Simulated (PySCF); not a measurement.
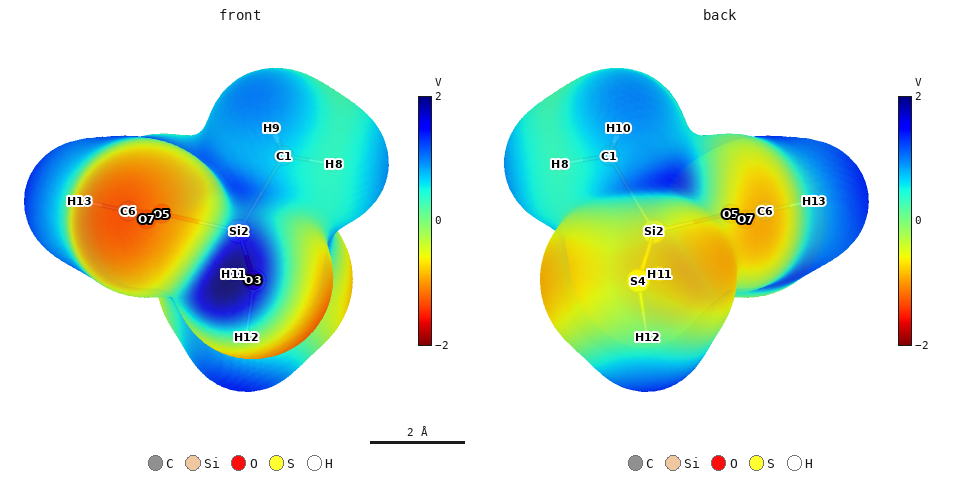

C₂H₆O₃SSi. The electrostatic potential painted on the density surface at 0.002 e/bohr³, seen from the front and from behind; the colour scale runs from red (negative) to blue (positive).

Geometry: GFN2-xTB.

All numbers below come from PySCF 2.14.0, PBE0/pcSseg-1, SCF density, gas phase, non-relativistic.

```xyz
13

C    -1.6154   -0.5883    0.7386
Si   -0.3345    0.3825   -0.2554
O     0.4134    1.5874    0.5242
S    -1.1918    1.2495   -2.0082
O     0.8215   -0.7228   -0.8095
C     1.9394   -0.9813   -0.1860
O     2.2799   -0.5100    0.8617
H    -2.3537    0.0800    1.1702
H    -1.1491   -1.1421    1.5495
H    -2.1443   -1.2995    0.1110
H     1.1451    1.3634    1.1064
H    -0.3668    2.2830   -2.0661
H     2.5518   -1.7012   -0.7543
```

Which sites attract a positive test charge, and which a negative one?

Answer. A positive charge is drawn to the negative regions and a negative charge to the positive ones. The most negative region (about −1.3 V) lies over O7, the most positive (about +1.9 V) over H11. O7 is the likeliest acceptor of a hydrogen bond.

How polar is the molecule by this calculation?

Answer. Its dipole moment is 1.10 D.
